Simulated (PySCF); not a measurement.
**doublet [BHO2]+: levels of theory compared**

Wanted: a comparison of 3 runs (UB2PLYP/STO-3G, UPBE/STO-3G, UCISD/STO-3G) of doublet [BHO2]+. Input form: a Python script.

The results are computed with PySCF 2.14.0.

6 further runs of the same task are left out: 6 set aside as unsound or not needed.

## (1) Starting point

[BHO2]+: 4 atoms, total charge +1, spin state doublet. SMILES of the parent species: `O=BO`. Geometry: relaxed at PBE0-D4/def2-TZVP. That shape belongs to the parent species and isn't relaxed for this state.

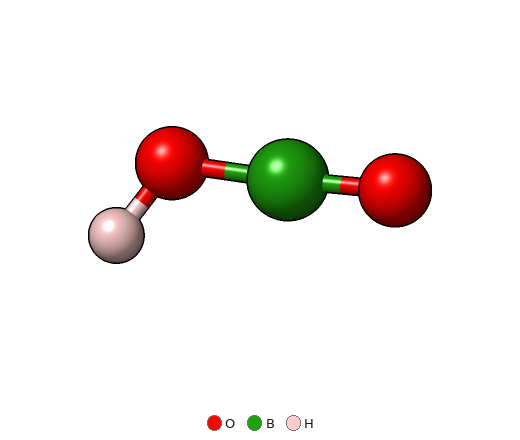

The structure, seen from a chosen angle (oxygen red, boron green, hydrogen pink).

## (2) The energy at UB2PLYP/STO-3G (run 1)

calc.py

```python
from pyscf import gto, dft, mp

mol = gto.Mole()
mol.atom = 'O -1.555100 0.523500 0.428500; B -0.423900 0.132000 0.248600; O 0.816700 -0.302000 0.108600; H 1.162300 -0.353500 -0.785700'
mol.charge = 1
mol.verbose = 4
mol.max_memory = 1860
mol.basis = 'sto-3g'
mol.spin = 1
mol.build()

calc0 = dft.UKS(mol, xc='0.53*HF + 0.47*B88, 0.73*LYP')
calc0.grids.level = 5
calc0.conv_tol = 1e-10
calc0.kernel()
if not calc0.converged:
    calc0 = calc0.newton().run(calc0.mo_coeff, calc0.mo_occ)

pt = mp.MP2(calc0, frozen=3).run()
energy = calc0.e_tot + 0.27 * pt.e_corr
print('PT2 part  %.8f' % (0.27 * pt.e_corr))
print('E(%s) = %.9f' % ('B2PLYP', energy))
```

On the command line:

```console
$ OMP_NUM_THREADS=1 python calc.py
```

Log:

```text
PySCF version 2.14.0

[... 108 lines left out ...]
converged SCF energy = -172.947587657075  <S^2> = 0.80346545  2S+1 = 2.0527693
[... 1 line left out ...]
******** <class 'pyscf.mp.ump2.UMP2'> ********
nocc = (np.int64(8), np.int64(7)), nmo = (13, 13)
frozen orbitals 3
E(UMP2) = -173.131554740554  E_corr = -0.183967083479836
E(SCS-UMP2) = -173.127992088907  E_corr = -0.180404431832199
E_corr(same-spin) = -0.0465646942426208
E_corr(oppo-spin) = -0.137402389237216
PT2 part  -0.04967111
E(B2PLYP) = -172.997258770
```

It took 4.8 s on 1 thread of Arm Neoverse V1, shared host; peak memory 0.19 GiB.

## (3) A single-point energy at UPBE/STO-3G (run 2)

calc.py

```python
from pyscf import gto, dft

mol = gto.M(
    atom=[
    ('O', (-1.555100, 0.523500, 0.428500)),
    ('B', (-0.423900, 0.132000, 0.248600)),
    ('O', (0.816700, -0.302000, 0.108600)),
    ('H', (1.162300, -0.353500, -0.785700)),
],
    verbose=4,
    spin=1,
    max_memory=1860,
    charge=1,
    basis='sto-3g',
)

calc0 = dft.UKS(mol)
calc0.xc = 'pbe'
calc0.grids.level = 5
calc0.conv_tol = 1e-10
calc0.kernel()
if not calc0.converged:
    calc0 = calc0.newton().run(calc0.mo_coeff, calc0.mo_occ)

e_tot = calc0.e_tot
print('Final energy', e_tot)
```

On the command line:

```console
$ OMP_NUM_THREADS=1 python calc.py
```

Log:

```text
PySCF version 2.14.0

[... 101 lines left out ...]
converged SCF energy = -173.027648856841  <S^2> = 0.75945121  2S+1 = 2.009429
Final energy -173.02764885684084
```

Run time: 4.2 s. Hardware: 1 thread of Arm Neoverse V1, shared host; peak memory 0.19 GiB.

## (4) A single-point energy at UCISD/STO-3G (run 3)

calc.py

```python
from pyscf import gto, ci

molecule = gto.M(
    atom='''
O     -2.938713     0.989272     0.809748
B     -0.801055     0.249444     0.469786
O      1.543339    -0.570697     0.205224
H      2.196429    -0.668018    -1.484758
''',
    spin=1,
    basis='sto-3g',
    charge=1,
    unit='bohr',
    max_memory=1860,
    verbose=3,
)

mf = molecule.UHF()
mf.conv_tol = 1e-10
mf.kernel()
if not mf.converged:
    mf = mf.newton().run(mf.mo_coeff, mf.mo_occ)

cisd = ci.CISD(mf, frozen=3)
cisd.kernel()
e_final = cisd.e_tot
print(f'total energy: {e_final:.8f} hartree')
```

On the command line:

```console
$ OMP_NUM_THREADS=1 python calc.py
```

Log:

```text
converged SCF energy = -172.41141521837  <S^2> = 0.83703047  2S+1 = 2.0852151
E(UCISD) = -172.5552301438573  E_corr = -0.1438149254874082
total energy: -172.55523014 hartree
```

Wall time 1.1 s (1 thread of Arm Neoverse V1, shared host); peak memory 0.12 GiB.

## (5) All runs side by side

```tsv
run	level	frozen core orbitals	integration grid	energy (Eh)	HOMO energy (eV)	LUMO energy (eV)	⟨S²⟩	wall time
1	UB2PLYP/STO-3G	3	5	-172.997259	-18.80	-10.75	0.803	4.8 s
2	UPBE/STO-3G	–	5	-173.027649	-15.49	-14.58	0.759	4.2 s
3	UCISD/STO-3G	3	–	-172.555230	-20.77	-6.73	0.837	1.1 s
```

## (6) What came out

| quantity | value |
| --- | --- |
| run 3: total energy | -172.55523 Eh |
| run 3: HOMO energy (Hartree–Fock orbitals) (highest over α and β) | -20.77 eV |
| run 3: LUMO energy (Hartree–Fock orbitals) (lowest over α and β) | -6.73 eV |
| run 3: correlation energy (3 core orbitals frozen) | -143.8 mEh |
| run 3: ⟨S²⟩ of the reference determinant | 0.837 |

**Reading.** Totals of different functionals can't be ranked against each other. In runs 1, 2, 3 the basis is minimal, so the values are rough. All runs together took 10 s, the longest 4.8 s.
